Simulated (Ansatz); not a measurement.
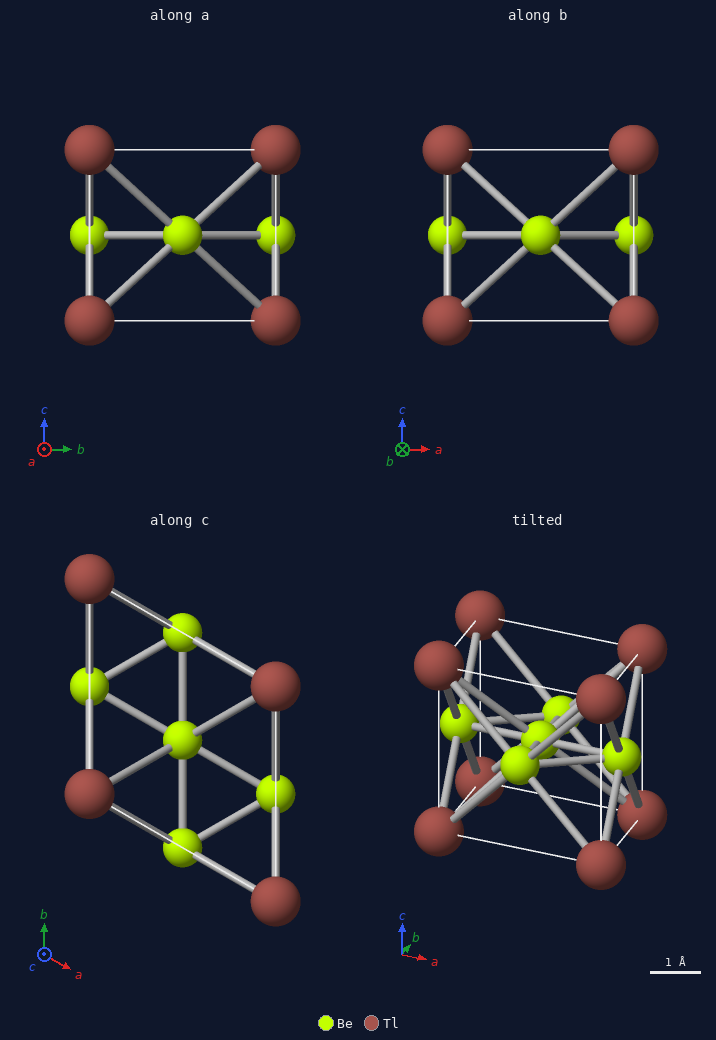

The image is a ball-and-stick drawing of a crystal, viewed along the a axis, along the b axis, along the c axis and slightly off an axis. The wireframe shows the conventional unit cell.

Lattice parameters: a = 4.3606 Å, b = 4.3606 Å, c = 3.4638 Å, α = 90.000°, β = 90.000°, γ = 120.000°.

> Transcribe the picture into a CIF in P1 with every atom of the cell.

```cif
data_structure
_symmetry_space_group_name_H-M 'P 1'
_symmetry_Int_Tables_number 1
_cell_length_a 4.3606
_cell_length_b 4.3606
_cell_length_c 3.4638
_cell_angle_alpha 90.000
_cell_angle_beta 90.000
_cell_angle_gamma 120.000
_cell_volume 57.04
loop_
_atom_site_label
_atom_site_type_symbol
_atom_site_fract_x
_atom_site_fract_y
_atom_site_fract_z
_atom_site_occupancy
Be1 Be 0.5000 0.0000 0.5000 1
Be2 Be 0.0000 0.5000 0.5000 1
Be3 Be 0.5000 0.5000 0.5000 1
Tl1 Tl 0.0000 0.0000 0.0000 1
```

The structure was taken from a random cell made by a generator, so it need not be a real form of the compound. Relaxation method: Ansatz 0.2.0, DFT PBE, scalar-relativistic, plane waves, PAW.
